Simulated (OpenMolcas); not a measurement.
# One shape, several levels: SiCl3O (SMILES [O][Si](Cl)(Cl)Cl)

Wanted: a comparison of 6 runs (UHF/3-21G, UHF/def2-SVP, UB3LYP/6-31G*, UM06-2X/def2-SVP, USVWN5/def2-SVP, ROMP2/def2-SVP) of SiCl3O. 

The results are computed with OpenMolcas 26.06.

1 further run of the same task is left out (set aside as unsound or not needed).

### 1 The molecule

SiCl3O: 5 atoms, total charge 0, spin state doublet. As SMILES, `[O][Si](Cl)(Cl)Cl`. The coordinates come from a PBE0-D4/def2-TZVP relaxation.

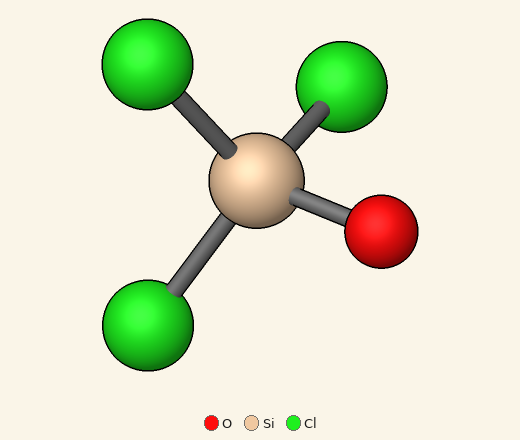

The structure, seen from a chosen angle (oxygen red, silicon light orange, chlorine green).

### 2 Energy and forces at UHF/3-21G (run 1)

The input, struct.xyz:

```xyz
5

O      0.815000    -1.070800     1.039300
Si     0.038600    -0.018800     0.041000
Cl    -1.536500     0.855600     0.950500
Cl    -0.542800    -1.265500    -1.438700
Cl     1.275600     1.425900    -0.633600
```

The input, test.input:

```
* Cl3OSi Hartree-Fock

&GATEWAY
  BasLib=$CurrDir
  Coord=struct.xyz
  Basis=3-21G
  Group=NoSym

&SEWARD

&SCF
  UHF
  Spin=2
  Thresholds=1e-10 1e-07 1e-07 1e-05
  PrOrbitals=1 1

&ALASKA
```

The basis set 3-21G is read from a file made from the Basis Set Exchange's data (not shown).

Run with:

```console
$ export MOLCAS_MEM=1860
$ pymolcas test.input > test.log
```

Output:

```text
--- Start Module: gateway ---
[...]
--- Stop Module: gateway /rc=_RC_ALL_IS_WELL_ ---
[...]
      Basis functions           61
[...]
--- Start Module: scf ---
[...]
       Convergence after  57 Iterations
[...]
::    Total SCF energy                              -1733.8358721189
[...]
      Total spin, S                                     0.5021196433
[...]
      Total electronic charge=   73.000000
      Total            charge=   -0.000000
[...]
      Dipole Moment (debye):
      Origin of the operator (angstrom)=   -0.0940    0.1201   -0.1441
                   X=  1.9764E-02               Y=  3.2093E-01               Z=  1.4979E-01           Total=  3.5471E-01
      Quadrupole Moment (debye*angstrom):
[...]
--- Stop Module: scf /rc=_RC_ALL_IS_WELL_ ---
[...]
--- Start Module: alaska ---
[...]
 *              Molecular gradients               *
 **************************************************
  Irreducible representation: a
 ------------------------------------------------------------------------------------------
                              X                       Y                       Z
 ------------------------------------------------------------------------------------------
  O1               -2.64381422085940E-02    3.13719332055840E-02   -3.56261886379983E-02
  SI2               4.90405252251280E-03   -7.82201256610215E-03    5.82272637485959E-03
  CL3               3.63582651283636E-02   -1.80867836134428E-02   -2.13073282120071E-02
  CL4               1.46246459105992E-02    2.59901137861434E-02    3.53191364852492E-02
  CL5              -2.94488213529078E-02   -3.14532508122127E-02    1.57916539899112E-02
 ------------------------------------------------------------------------------------------
--- Stop Module: alaska /rc=_RC_ALL_IS_WELL_ ---
[...]
```

Wall time 12 s (1 thread of AMD EPYC 7R43 (Zen 3), shared host); peak memory 0.4 GiB.

### 3 Energy and gradient at UHF/def2-SVP (run 2)

The input, mol.xyz:

```xyz
5

O      0.815000    -1.070800     1.039300
Si     0.038600    -0.018800     0.041000
Cl    -1.536500     0.855600     0.950500
Cl    -0.542800    -1.265500    -1.438700
Cl     1.275600     1.425900    -0.633600
```

The input, calc.input:

```
* Cl3OSi Hartree-Fock
&gateway
baslib = $CurrDir
coord = mol.xyz
basis = def2-SVP
group = NoSym
&seward
&scf
uhf
spin = 2
thresholds = 1e-10 1e-07 1e-07 1e-05
prorbitals = 1 2
&alaska
```

The basis set def2-SVP is read from a file made from the Basis Set Exchange's data (not shown).

Run with:

```console
$ export MOLCAS_MEM=1860
$ pymolcas calc.input > calc.log
```

Output:

```text
--- Start Module: gateway ---
[...]
--- Stop Module: gateway /rc=_RC_ALL_IS_WELL_ ---
[...]
      Basis functions           86
[...]
--- Start Module: scf ---
[...]
       Convergence after  37 Iterations
[...]
::    Total SCF energy                              -1741.8484966487
[...]
      Total spin, S                                     0.5027286427
[...]
      Total electronic charge=   73.000000
      Total            charge=   -0.000000
[...]
      Dipole Moment (debye):
      Origin of the operator (angstrom)=   -0.0940    0.1201   -0.1441
                   X= -2.6389E-01               Y=  6.3020E-01               Z= -2.4199E-01           Total=  7.2480E-01
      Quadrupole Moment (debye*angstrom):
[...]
--- Stop Module: scf /rc=_RC_ALL_IS_WELL_ ---
[...]
--- Start Module: alaska ---
[...]
 *              Molecular gradients               *
 **************************************************
  Irreducible representation: a
 ------------------------------------------------------------------------------------------
                              X                       Y                       Z
 ------------------------------------------------------------------------------------------
  O1               -7.66180276900208E-03    5.30631869732900E-03   -1.17081195193265E-02
  SI2               4.61478286808958E-03   -1.34462698550109E-03    7.66377056183831E-03
  CL3               4.40905495844035E-03   -1.89377739268437E-03   -3.56960540213791E-03
  CL4               3.12086863173988E-03    1.64785704832937E-03    6.15007627628827E-03
  CL5              -4.48290368908033E-03   -3.71577136761658E-03    1.46387808315218E-03
 ------------------------------------------------------------------------------------------
--- Stop Module: alaska /rc=_RC_ALL_IS_WELL_ ---
[...]
```

Run time: 24 s. Hardware: 1 thread of AMD EPYC 7R43 (Zen 3), shared host; peak memory 0.47 GiB.

### 4 Energy and gradient at UB3LYP/6-31G(d) (spherical functions) (run 3)

The input, mol.input:

```
&GATEWAY
BasLib
$CurrDir
Coord
5
angstrom
O        0.815000      -1.070800       1.039300
Si       0.038600      -0.018800       0.041000
Cl      -1.536500       0.855600       0.950500
Cl      -0.542800      -1.265500      -1.438700
Cl       1.275600       1.425900      -0.633600
Basis
6-31Gs
Group
NoSym
&SEWARD
GridInput
Grid=UltraFine
End of Grid
&SCF
UHF
Spin
2
KSDFT
B3LYP
Thresholds
1e-10 1e-07 1e-07 1e-05
PrOrbitals
0
&ALASKA
```

The basis set 6-31G* is read from a file made from the Basis Set Exchange's data (not shown).

Run with:

```console
$ export MOLCAS_MEM=1860
$ pymolcas mol.input > mol.log
```

Output:

```text
--- Start Module: gateway ---
[...]
--- Stop Module: gateway /rc=_RC_ALL_IS_WELL_ ---
[...]
      Basis functions           86
[...]
--- Start Module: scf ---
[...]
       Convergence after  25 Iterations
[...]
::    Total KS-DFT energy                           -1745.3946061466
[...]
      Total spin, S                                     0.5016621920
[...]
      Total electronic charge=   73.000000
      Total            charge=   -0.000000
[...]
      Dipole Moment (debye):
      Origin of the operator (angstrom)=   -0.0940    0.1201   -0.1441
                   X= -3.8956E-01               Y=  4.7493E-01               Z= -5.2160E-01           Total=  8.0584E-01
      Quadrupole Moment (debye*angstrom):
[...]
--- Stop Module: scf /rc=_RC_ALL_IS_WELL_ ---
[...]
--- Start Module: alaska ---
[...]
 *              Molecular gradients               *
 **************************************************
  Irreducible representation: a
 ------------------------------------------------------------------------------------------
                              X                       Y                       Z
 ------------------------------------------------------------------------------------------
  O1               -4.54811538484456E-03    6.37538149537065E-03   -5.79044692249653E-03
  SI2              -7.37530804137965E-04   -1.06051252347927E-03   -1.73907820956476E-03
  CL3               8.93513532786727E-03   -4.42415563946064E-03   -4.84254417963115E-03
  CL4               3.28169511175247E-03    6.77726477779572E-03    8.26554476022068E-03
  CL5              -6.93118425047246E-03   -7.66797811023778E-03    4.10652455148863E-03
 ------------------------------------------------------------------------------------------
--- Stop Module: alaska /rc=_RC_ALL_IS_WELL_ ---
[...]
```

It took 58 s on 1 thread of AMD EPYC 7R43 (Zen 3), shared host; peak memory 0.47 GiB.

Runs 4 to 5 aren't shown in full; the table further down has their settings and results.

### 5 A single-point energy at ROMP2/def2-SVP (run 6)

The input, calc.inp:

```
&GATEWAY
  BasLib = $CurrDir
  Coord
  5
  angstrom
  O        0.815000      -1.070800       1.039300
  Si       0.038600      -0.018800       0.041000
  Cl      -1.536500       0.855600       0.950500
  Cl      -0.542800      -1.265500      -1.438700
  Cl       1.275600       1.425900      -0.633600
  Basis = def2-SVP
  Group = NoSym

&SEWARD

&SCF
  UHF
  Spin = 2
  Thresholds = 1e-10 1e-07 1e-07 1e-05
  PrOrbitals = 1 2

&RASSCF
  FileOrb = $Project.UnaOrb
  Spin = 2
  Nactel = 1 0 0
  Inactive = 36
  Ras2 = 1
  OutOrbitals = Canonical
  OrbListing = Nothing

&CASPT2
  IPEA = 0.0
  Frozen = 21
```

The basis set def2-SVP is read from a file made from the Basis Set Exchange's data (not shown).

Run with:

```console
$ export MOLCAS_MEM=1860
$ pymolcas calc.inp > calc.log
```

Output:

```text
--- Start Module: gateway ---
[...]
--- Stop Module: gateway /rc=_RC_ALL_IS_WELL_ ---
[...]
      Basis functions           86
[...]
       Convergence after  37 Iterations
[...]
::    Total SCF energy                              -1741.8484966487
[...]
      Total spin, S                                     0.5027286427
[...]
--- Start Module: rasscf ---
[...]
      Number of active orbitals                  1
[...]
      Spin quantum number                      0.5
[...]
      Active orbitals                            1
[...]
      Number of CSFs                             1
[...]
      Number of root(s) required                 1
[...]
      Convergence after 11 iterations
[...]
      printout of CI-coefficients larger than  0.05 for root  1
      energy=   -1741.844664
      conf/sym  1     Coeff  Weight
             1  u   1.00000 1.00000
      Natural orbitals and occupation numbers for root  1
      sym 1:   1.000000
      ************************************************************************************************************************
      *                                                    Final results                                                     *
[...]
::    RASSCF root number  1 Total energy:  -1741.84466428
[...]
      Total electronic charge=   73.000000
      Total            charge=   -0.000000
[...]
      Dipole Moment (debye):
      Origin of the operator (angstrom)=   -0.0940    0.1201   -0.1441
                   X= -2.5850E-01               Y=  6.3246E-01               Z= -2.3158E-01           Total=  7.2143E-01
      Quadrupole Moment (debye*angstrom):
[...]
--- Stop Module: rasscf /rc=_RC_ALL_IS_WELL_ ---
[...]
--- Start Module: caspt2 ---
[...]
 ###    WARNING: User changed nr of frozen orbitals.                         ###
 ###############################################################################
[...]
      E2 (Variational):          -0.6277243316
      Total energy:           -1742.4723886083
[...]
      Reference weight:           0.82277
[...]
::    CASPT2 Root  1     Total energy:  -1742.47238861
[...]
--- Stop Module: caspt2 /rc=_RC_ALL_IS_WELL_ ---
[...]
```

Run time: 30 s. Hardware: 1 thread of AMD EPYC 7R43 (Zen 3), shared host; peak memory 0.47 GiB.

### 6 The series

| run | level | integration grid | task | energy (Eh) | dipole moment (D) | HOMO energy (eV) | LUMO energy (eV) | wall time |
| --- | --- | --- | --- | --- | --- | --- | --- | --- |
| 1 | UHF/3-21G | – | gradient | -1733.835872 | 0.35 | -13.69 | 0.00 | 12 s |
| 2 | UHF/def2-SVP | – | gradient | -1741.848497 | 0.72 | -12.96 | 0.68 | 24 s |
| 3 | UB3LYP/6-31G* (spherical functions) | UltraFine | gradient | -1745.394606 | 0.81 | -9.22 | -6.11 | 58 s |
| 4 | UM06-2X/def2-SVP | UltraFine | energy | -1744.761701 | 0.72 | -10.91 | -4.06 | 54 s |
| 5 | USVWN5/def2-SVP | UltraFine | gradient | -1738.710561 | 1.53 | -7.45 | -7.33 | 29 s |
| 6 | ROMP2/def2-SVP | – | energy | -1742.472389 | – | – | – | 30 s |

### 7 Results

| quantity | value |
| --- | --- |
| run 6: total energy | -1742.47239 Eh |

Over runs 1, 2, 3, 4, 5 the dipole moment (its size) runs from 0.35 D (UHF/3-21G) to 1.53 D (USVWN5/def2-SVP). The two ends differ in method and basis. Totals of different functionals can't be ranked against each other. All runs together took 3.5 min, the longest 58 s.
